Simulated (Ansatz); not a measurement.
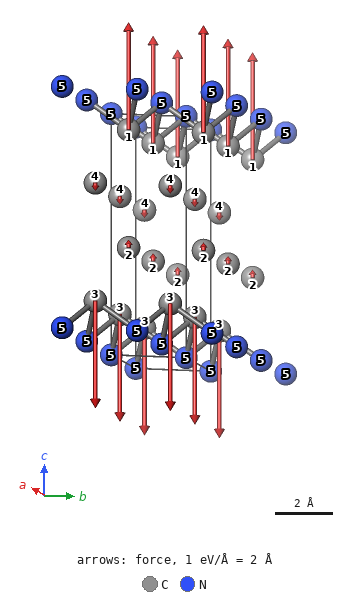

Starting geometry of a crystal of C4N (a generated structure, set up in P-3m1) (coarse preliminary run) with the computed forces as red arrows. A ball-and-stick model of the cell of the calculation, repeated 3 × 2 × 1 with one cell outlined, seen from a free direction.

Level of theory: DFT PBE, scalar-relativistic, plane waves, PAW in Ansatz.

Input
```yaml
crystal:
  lattice:
    - [2.70480966, 0.0, 0.0]
    - [-1.35240483, 2.34243388, 0.0]
    - [0.0, 0.0, 8.6972651]
  atoms:
    - { symbol: C, position: [0.33333333, 0.66666667, 0.86585528] }
    - { symbol: C, position: [0.33333333, 0.66666667, 0.37679535] }
    - { symbol: C, position: [0.66666667, 0.33333333, 0.13414472] }
    - { symbol: C, position: [0.66666667, 0.33333333, 0.62320465] }
    - { symbol: "N", position: [0.0, 0.0, 0.0] }
basis:
  ecutwfc: 420
kpoints:
  mp_grid: { grid: [6, 6, 2] }
hamiltonian:
  xc: pbe
scf:
  occupations: { method: gaussian, width: 0.1 }
  lower_state_search: "off"
output:
  forces: true
  stress: true
  eigenvalues: true
relax:
  adjacent_minimum: "off"
  f_tol: 0.04
  max_steps: 70
  cell: { stress_tol: 0.4 }
```

Command:
```bash
ansatz run input.yaml --threads 1 --pin off --max-ram 2560MiB --backend cpu --events-out ev --progress --plain --runs-dir out
```

### What follows when this structure is relaxed?

It isn't relaxed: the largest force vector, on C atoms, is 1.94 eV/Å. Measured relative to the changing cell, the final displacements run against the starting forces (cosine between the two patterns −0.97). The largest moves relative to the cell, 1.94 Å, are those of C1 and C3. C1 goes along −c. N stays in place. The drawn cell changes as follows: a = b 2.705 → 2.434 Å (−10.0 %), c 8.697 → 10.611 Å (+22.0 %); the volume changes by −1.2 %. Near-neighbour distances that change, for instance: C1–N5 1.949 → 3.645 Å, C1–C4 2.625 → 1.405 Å. New bonds form: C1–C4 (2.63 → 1.41 Å), C2–C3 (2.63 → 1.41 Å). The space group (tolerance 0.01 Å) goes from P-3m1 (No. 164) to P6/mmm (No. 191). Over 26 accepted moves (29 points after the start) the energy falls by 16.966 eV per cell of the calculation. Largest force component: 1.9 eV/Å at the start, 0.0037 eV/Å at the end. Pressure: −29.51 GPa at the start and 0.07 GPa at the end. At 3 points the geometry stayed and the basis and grid were re-selected for the new cell (energy shift of 29.3 meV per cell of the calculation at most each time).

Limits of the set-up: the k-point mesh is coarse for a cell with partly filled bands.
